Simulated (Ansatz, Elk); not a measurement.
# Mg2CrCd4Ga: X-ray structure factors from the self-consistent density

The structure of Mg2CrCd4Ga used here is made up (a known structure type with other elements) and was relaxed beforehand with PBEsol. The aim is the Fourier transform of its all-electron density, F(hkl), set beside the sum over free spherical atoms that refinements use.

Main program and level: Elk 11.2.3 (patched build); DFT, PBE, all-electron APW+lo, Dirac cores, scalar-relativistic bands, static density, ferromagnetic start.

The structure was built from a prototype and need not be the compound's stable phase.

## 1. The starting structure

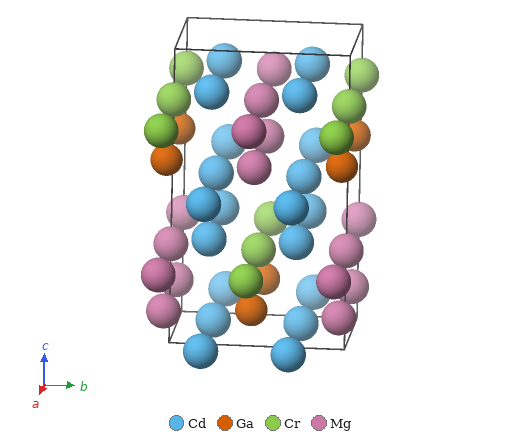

The starting structure, seen slightly off an axis (cadmium blue, gallium orange, chromium green, magnesium pink). 2×1×1 cells are drawn. This picture shows the conventional cell, with its axes. Some periodic images of atoms are drawn too.

## 2. Ground state and structure factors

An all-electron density is needed, since X-rays see the cores too. Task 0 finds the density and task 195 Fourier-transforms it; tshift is off so that phases refer to the origin typed.

elk.in reads:

```
tasks
  0
  195
  196

xctype
  20

spinpol
  .true.

rgkmax
  7.0

gmaxvr
  14.0

lmaxo
  7

lmaxapw
  8

swidth
  0.002

tshift
  .false.

ramdisk
  .false.

hmaxvr
  5.5

maxscl
  120

epspot
  1e-06

reducebf
  0.8

sppath
  './'

avec
  9.13815488340 0.00000000000 0.00000000000
  0.00000000000 5.74347149486 9.83749731992
  0.00000000000 -5.74347149486 9.83749731992

atoms
  4
  'Cd.in'
  4
  0.5000000000 0.6630838255 0.1611729381   0.000000 0.000000 0.000000
  0.5000000000 0.1611729381 0.6630838255   0.000000 0.000000 0.000000
  0.0000000000 0.8333011294 0.3331893743   0.000000 0.000000 0.000000
  0.0000000000 0.3331893743 0.8333011294   0.000000 0.000000 0.000000
  'Ga.in'
  1
  0.5000000000 0.6760848885 0.6760848885   0.000000 0.000000 0.000000
  'Cr.in'
  1
  0.0000000000 0.8278602770 0.8278602770   0.000000 0.000000 -0.180000
  'Mg.in'
  2
  0.5000000000 0.1611675199 0.1611675199   0.000000 0.000000 0.000000
  0.0000000000 0.3368400474 0.3368400474   0.000000 0.000000 0.000000

ngridk
  4 4 4
```

Launch:

```sh
OMP_NUM_THREADS=4 elk
```

Numbers of over 12 decimals in the logs are rounded to 6 here.

Log:

```text
┌─────────────────────────┐
│ Elk code version 11.2.3 │
└─────────────────────────┘

All units are atomic (Hartree, Bohr, etc.)

┌─────────────────────────────────────────────────┐
│ Ground-state run starting from atomic densities │
└─────────────────────────────────────────────────┘

Lattice vectors :
   9.138154883       0.000000000       0.000000000
   0.000000000       5.743471495       9.837497320
   0.000000000      -5.743471495       9.837497320

Reciprocal lattice vectors :
  0.6875770205       0.000000000      -0.000000000
  -0.000000000      0.5469849822      0.3193487684
   0.000000000     -0.5469849822      0.3193487684

Unit cell volume      :    1032.636823
Brillouin zone volume :   0.2402105058

Muffin-tin inner radius fraction :   0.1000000000E-01

Nuclei treated as point charges

Species : 1 (Cd)
 parameters loaded from : Cd.in
 name : cadmium
 nuclear charge    :   -48.00000000
 electronic charge :    48.00000000
 atomic mass :    204912.7176
 muffin-tin radius :    2.600000000
 number of radial points in muffin-tin :   1193
 inner part over the whole radius :   0.9972693929E-02
 number on inner part of muffin-tin    :    850
 approximate nuclear radius :   0.8708852602E-04
 number of mesh points to nuclear radius :    426
 atomic positions (lattice), magnetic fields (Cartesian) :
  1 :   0.50000000  0.66308383  0.16117294    0.00000000  0.00000000  0.00000000
  2 :   0.50000000  0.16117294  0.66308383    0.00000000  0.00000000  0.00000000
  3 :   0.00000000  0.83330113  0.33318937    0.00000000  0.00000000  0.00000000
  4 :   0.00000000  0.33318937  0.83330113    0.00000000  0.00000000  0.00000000

Species : 2 (Ga)
 parameters loaded from : Ga.in
 name : gallium
 nuclear charge    :   -31.00000000
 electronic charge :    31.00000000
 atomic mass :    127097.2539
 muffin-tin radius :    2.400000000
 number of radial points in muffin-tin :    993
 inner part over the whole radius :   0.9952882137E-02
 number on inner part of muffin-tin    :    702
 approximate nuclear radius :   0.7562051033E-04
 number of mesh points to nuclear radius :    339
 atomic positions (lattice), magnetic fields (Cartesian) :
  1 :   0.50000000  0.67608489  0.67608489    0.00000000  0.00000000  0.00000000

Species : 3 (Cr)
 parameters loaded from : Cr.in
 name : chromium
 nuclear charge    :   -24.00000000
 electronic charge :    24.00000000
 atomic mass :    94783.09202
 muffin-tin radius :    2.400000000
 number of radial points in muffin-tin :    993
 inner part over the whole radius :   0.9857795597E-02
 number on inner part of muffin-tin    :    699
 approximate nuclear radius :   0.6987106690E-04
 number of mesh points to nuclear radius :    328
 atomic positions (lattice), magnetic fields (Cartesian) :
  1 :   0.00000000  0.82786028  0.82786028    0.00000000  0.00000000 -0.18000000

Species : 4 (Mg)
 parameters loaded from : Mg.in
 name : magnesium
 nuclear charge    :   -12.00000000
 electronic charge :    12.00000000
 atomic mass :    44305.30466
 muffin-tin radius :    2.200000000
 number of radial points in muffin-tin :    793
 inner part over the whole radius :   0.9941530515E-02
 number on inner part of muffin-tin    :    552
 approximate nuclear radius :   0.5710277704E-04
 number of mesh points to nuclear radius :    241
 atomic positions (lattice), magnetic fields (Cartesian) :
  1 :   0.50000000  0.16116752  0.16116752    0.00000000  0.00000000  0.00000000
  2 :   0.00000000  0.33684005  0.33684005    0.00000000  0.00000000  0.00000000

Total number of atoms per unit cell :    8
Total muffin-tin volume :    499.5048543
 ratio of muffin-tin to unit cell volume :   0.4837178410

Spin treatment :
 spin-polarised
 global magnetic field (Cartesian) :    0.000000000       0.000000000       0.000000000
 collinear magnetisation in z-direction

Number of Bravais lattice symmetries :    8
Number of crystal symmetries         :    4
Crystal has no inversion symmetry
Complex Hermitian eigensolver will be used

[...]
└──────────────────┘

Energies :
 Fermi                       :     0.228472
 sum of occupied eigenvalues :     -15376.035519682
 electron kinetic            :      26915.670578678
 core electron kinetic       :      25807.793950172
 Coulomb                     :     -51918.783769104
 Coulomb potential           :     -41279.645439986
 nuclear-nuclear             :     -2876.4444583760
 electron-nuclear            :     -56879.062144924
 Hartree                     :      7836.7228341960
 Madelung                    :     -31278.961049111
 xc potential                :     -1011.8234820618
 xc effective B-field        :    -0.237168
 external B-field            :      0.000000
 exchange                    :     -762.78695755034
 correlation                 :     -13.814326079867
 electron entropic           :    -0.84156919564816E-03
 total energy                :     -25779.715315625
 (external B-field energy excluded from total)

Density of states at Fermi energy :    66.44358352
 (states/Hartree/unit cell)

Estimated indirect band gap :   0.1139043746E-02
 from k-point 3 to k-point 3
Estimated direct band gap   :   0.1139043746E-02
 at k-point 3

Charges :
 core                        :    152.0000000
 valence                     :    119.0000000
 interstitial                :    10.90490063
 muffin-tins (core leakage)
  species : 1 (Cd)
[...]
species : 2 (Ga)
[...]
species : 3 (Cr)
[...]
species : 4 (Mg)
[...]
total in muffin-tins        :    260.0950994
 total calculated charge     :    270.9982726
 total charge                :    271.0000000
 error                       :   0.1727390676E-02

Moments :
 interstitial                :   0.4463577642
 muffin-tins
  species : 1 (Cd)
[...]
species : 2 (Ga)
[...]
species : 3 (Cr)
[...]
species : 4 (Mg)
[...]
total in muffin-tins        :    3.538869393
 total moment                :    3.985227158

RMS change in Kohn-Sham potential (target) :   0.4654868785E-06 (  0.1000000000E-05)
Absolute change in total energy (target)   :   0.3482629836E-04 (  0.1000000000E-03)

Convergence targets achieved

┌──────────────────┐
│ Loop number : 29 │
└──────────────────┘

Energies :
 Fermi                       :     0.228472
 sum of occupied eigenvalues :     -15376.035529013
 electron kinetic            :      26915.670588025
 core electron kinetic       :      25807.793957592
 Coulomb                     :     -51918.783768682
 Coulomb potential           :     -41279.645448640
 nuclear-nuclear             :     -2876.4444583760
 electron-nuclear            :     -56879.062134981
 Hartree                     :      7836.7228246753
 Madelung                    :     -31278.961044362
 xc potential                :     -1011.8235008225
 xc effective B-field        :    -0.237166
 external B-field            :      0.000000
 exchange                    :     -762.78695590087
 correlation                 :     -13.814326287783
 electron entropic           :    -0.84156990300754E-03
 total energy                :     -25779.715304415
 (external B-field energy excluded from total)

Density of states at Fermi energy :    66.44338768
 (states/Hartree/unit cell)

Estimated indirect band gap :   0.1139562657E-02
 from k-point 3 to k-point 3
Estimated direct band gap   :   0.1139562657E-02
 at k-point 3

Charges :
 core                        :    152.0000000
 valence                     :    119.0000000
 interstitial                :    10.90490170
 muffin-tins (core leakage)
  species : 1 (Cd)
[...]
species : 2 (Ga)
[...]
species : 3 (Cr)
   atom 1                    :    22.51218201     ( -0.2234888115E-06)
  species : 4 (Mg)
   atom 1                    :    10.49553931     ( -0.9828258607E-07)
   atom 2                    :    10.51184104     ( -0.9828258607E-07)
 total in muffin-tins        :    260.0950983
 total calculated charge     :    270.9982726
 total charge                :    271.0000000
 error                       :   0.1727389586E-02

Moments :
 interstitial                :   0.4463560075
 muffin-tins
  species : 1 (Cd)
[...]
species : 2 (Ga)
[...]
species : 3 (Cr)
   atom 1                    :    3.569345213
  species : 4 (Mg)
   atom 1                    :   0.1661388852E-01
   atom 2                    :  -0.1073184020E-01
 total in muffin-tins        :    3.538856273
 total moment                :    3.985212280

┌──────────────────────────────┐
│ Self-consistent loop stopped │
└──────────────────────────────┘

Warning : core states of species 1 leak from the muffin-tin :   0.2421383896E-03

Warning : core states of species 2 leak from the muffin-tin :   0.7458794921E-03

Wrote STATE.OUT
```

Elapsed: 24 min, on 4 threads of Arm Neoverse V1, shared host; peak memory 0.71 GiB.

SFACRHO.OUT:

```text

h k l indices transformed by vhmat matrix:
   1.000000000       0.000000000       0.000000000    
   0.000000000       1.000000000       0.000000000    
   0.000000000       0.000000000       1.000000000    

      h      k      l  multipl.   |H|            Re(F)            Im(F)           |F|

      0      0      0      1   0.0000000       271.00000     -0.25132177E-16   271.00000    
      0      0      1      2  0.63338472      -2.0622498      -27.453459       27.530806    
      0     -1      0      2  0.63338472      -2.0622498       27.453459       27.530806    
      0      1      1      1  0.63869754       46.455829       2.5750339       46.527141    
      0     -1     -1      1  0.63869754       46.455829      -2.5750339       46.527141    
      1      0      0      2  0.68757702      -6.9748547      0.69374544E-13   6.9748547    
      1      0      1      4  0.93484671       11.160668       6.8274470       13.083369    
      1      0     -1      4  0.93484671       11.160668      -6.8274470       13.083369    
      1     -1     -1      2  0.93845442       9.1183582      -93.369570       93.813757    
      1      1      1      2  0.93845442       9.1183582       93.369570       93.813757    
      0      1     -1      2   1.0939700      -99.947666     -0.20883815E-13   99.947666    
      0      1      2      2   1.1031978       6.6889465       7.7302638       10.222474    
      0     -1     -2      2   1.1031978       6.6889465      -7.7302638       10.222474    
      0     -2      0      2   1.2667694      -108.12352      -7.2870252       108.36880    
      0      0      2      2   1.2667694      -108.12352       7.2870252       108.36880    
      0      2      2      1   1.2773951      -110.33255      -1.9717514       110.35017    
      0     -2     -2      1   1.2773951      -110.33255       1.9717514       110.35017    
      1      1     -1      4   1.2921039      -6.9226392     -0.49411018E-13   6.9226392
```

Elk indexes on the primitive cell of elk.in and gives |H| = 4π sin θ/λ in inverse bohr. Below, one row stands for each form hkl of the conventional cell (m members, Friedel mates merged), F is for one primitive cell and the density is static (no thermal factor). Free-atom factors are Waasmaier and Kirfel's, and R is Σm||F|−|F'||/Σm|F|.

| hkl | m | sin θ/λ (Å⁻¹) | abs F, DFT | neutral atoms | diff. | abs of complex diff. |
| --- | --- | --- | --- | --- | --- | --- |
| 011 | 4 | 0.095 | 27.531 | 27.516 | +0.015 | 0.052 |
| 002 | 2 | 0.096 | 46.527 | 46.644 | -0.117 | 0.126 |
| 100 | 2 | 0.103 | 6.975 | 6.888 | +0.087 | 0.087 |
| 111 | 8 | 0.141 | 13.083 | 12.992 | +0.091 | 0.193 |
| 102 | 4 | 0.141 | 93.814 | 93.914 | -0.100 | 0.161 |
| 020 | 2 | 0.165 | 99.948 | 99.968 | -0.020 | 0.020 |
| 013 | 4 | 0.166 | 10.222 | 10.030 | +0.192 | 0.298 |
| 022 | 4 | 0.191 | 108.369 | 108.837 | -0.468 | 0.521 |
| 004 | 2 | 0.192 | 110.350 | 110.812 | -0.463 | 0.527 |
| 120 | 4 | 0.194 | 6.923 | 6.675 | +0.247 | 0.247 |
| 113 | 8 | 0.196 | 25.362 | 25.556 | -0.194 | 0.195 |
| 200 | 2 | 0.207 | 212.929 | 214.109 | -1.180 | 1.180 |
| 122 | 8 | 0.217 | 181.719 | 182.787 | -1.068 | 1.072 |
| 104 | 4 | 0.218 | 178.843 | 179.939 | -1.096 | 1.100 |

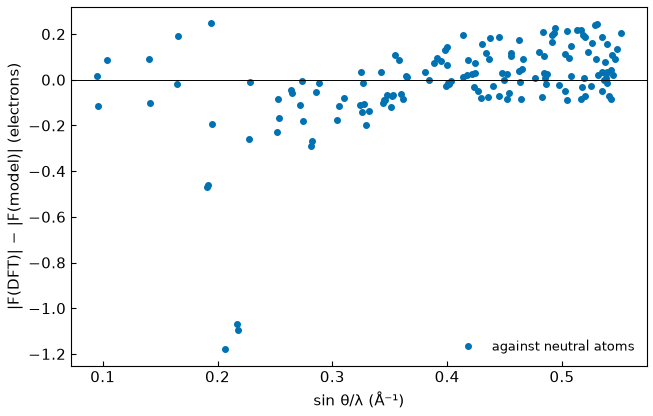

Difference between the calculated structure factors and the independent-atom ones.

## 3. The magnetisation density

The same run holds the spin density, and task 196 transforms it. The order is that of the start, and no other was tried.

SFACMAG_1.OUT:

```text

h k l indices transformed by vhmat matrix:
   1.000000000       0.000000000       0.000000000    
   0.000000000       1.000000000       0.000000000    
   0.000000000       0.000000000       1.000000000    

      h      k      l  multipl.   |H|            Re(F)            Im(F)           |F|

      0      0      0      1   0.0000000       3.9852125      0.76724461E-17   3.9852125    
      0      0      1      2  0.63338472       1.6099088      -2.9985891       3.4034311    
      0     -1      0      2  0.63338472       1.6099088       2.9985891       3.4034311    
      0      1      1      1  0.63869754      -1.9250849      -2.8283146       3.4213031    
      0     -1     -1      1  0.63869754      -1.9250849       2.8283146       3.4213031    
      1      0      0      2  0.68757702       3.3036395     -0.26209926E-16   3.3036395    
      1      0      1      4  0.93484671       1.4004808      -2.5887245       2.9432704    
      1      0     -1      4  0.93484671       1.4004808       2.5887245       2.9432704    
      1     -1     -1      2  0.93845442      -1.6485032       2.4115144       2.9211239    
      1      1      1      2  0.93845442      -1.6485032      -2.4115144       2.9211239    
      0      1     -1      2   1.0939700       2.5979297     -0.76984847E-15   2.5979297    
      0      1      2      2   1.1031978      -2.6127605      0.24883699       2.6245833    
      0     -1     -2      2   1.1031978      -2.6127605     -0.24883699       2.6245833    
      0     -2      0      2   1.2667694      -1.2504689       1.9052704       2.2789751    
      0      0      2      2   1.2667694      -1.2504689      -1.9052704       2.2789751    
      0      2      2      1   1.2773951     -0.85789538       2.1493015       2.3141913
```

The total moment is 3.99 μB a cell; sphere moments: Cd1 0.00, Cd2 0.00, Cd3 -0.01, Cd4 -0.01, Ga5 -0.01, Cr6 +3.57, Mg7 +0.02, Mg8 -0.01 μB. Polarised neutrons measure spin and orbital magnetisation together; without spin-orbit coupling the run gives the spin part:

| hkl | sin θ/λ (Å⁻¹) | abs F_M (μB) |
| --- | --- | --- |
| 011 | 0.095 | 3.403 |
| 002 | 0.096 | 3.421 |
| 100 | 0.103 | 3.304 |
| 111 | 0.141 | 2.943 |
| 102 | 0.141 | 2.921 |
| 020 | 0.165 | 2.598 |
| 013 | 0.166 | 2.625 |
| 022 | 0.191 | 2.279 |
| 004 | 0.192 | 2.314 |
| 120 | 0.194 | 2.212 |
| 113 | 0.196 | 2.200 |
| 200 | 0.207 | 2.104 |
| 122 | 0.217 | 1.922 |
| 104 | 0.218 | 1.943 |

[end of part 1 of 2]

[Logs are printed without paths, hosts, clocks, repeated set-up lines and the standing remarks that a program may print on its own settings, such as how far it seeks lower states.]

[Hosts, paths, dates, database ids (printed as entryN), source tags and the programs' standing remarks are cut or masked in the printed files.]
